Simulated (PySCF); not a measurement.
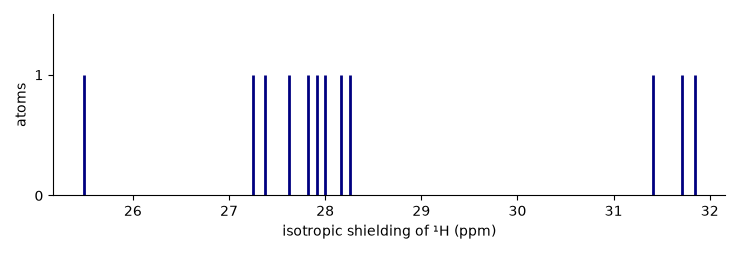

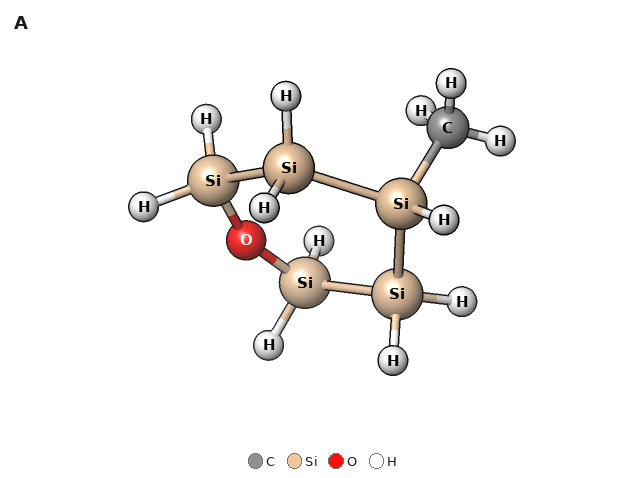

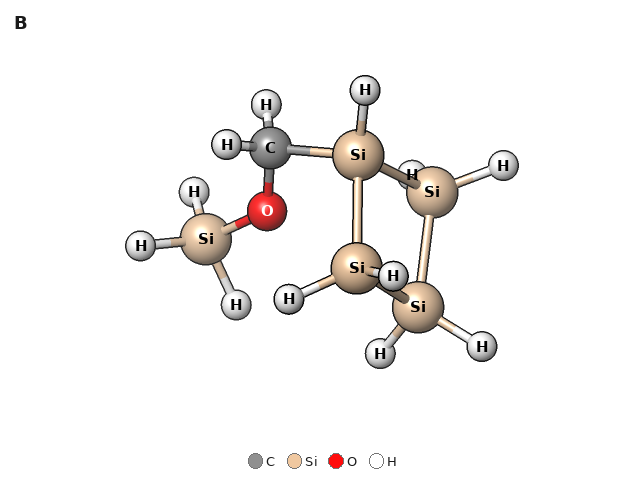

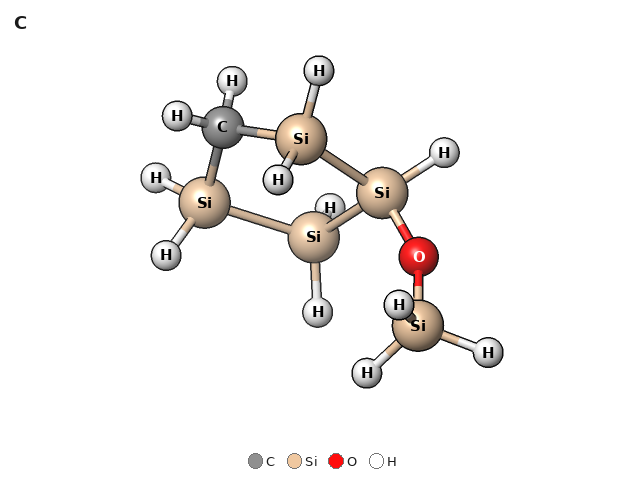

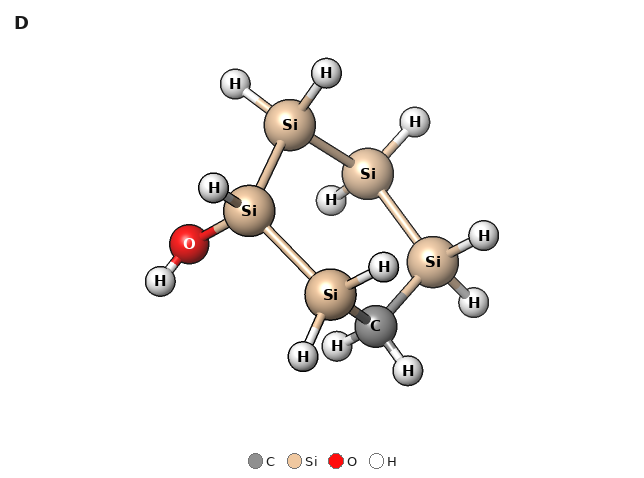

The sticks are computed shieldings of one of the molecules, for one fixed geometry (GFN2-xTB) without averaging over rotations. Low shielding means a high chemical shift. Method: GIAO PBE0/pcSseg-1 NMR shielding, non-relativistic, gas phase (PySCF 2.14.0).

**Which molecule gives this pattern?**

D, `O[Si@H]1[SiH2]C[SiH2][SiH2][SiH2]1`. Its 12 H atoms give lines at 25.49, 27.24, 27.38, 27.63, 27.82, 27.92, 28.00, 28.17, 28.26, 31.41, 31.71, 31.84 ppm.

The geometry is semi-empirical. Around Si such bond lengths and angles can be off by a tenth of an ångström or more and by several degrees, and values that hang on the shape move with them.
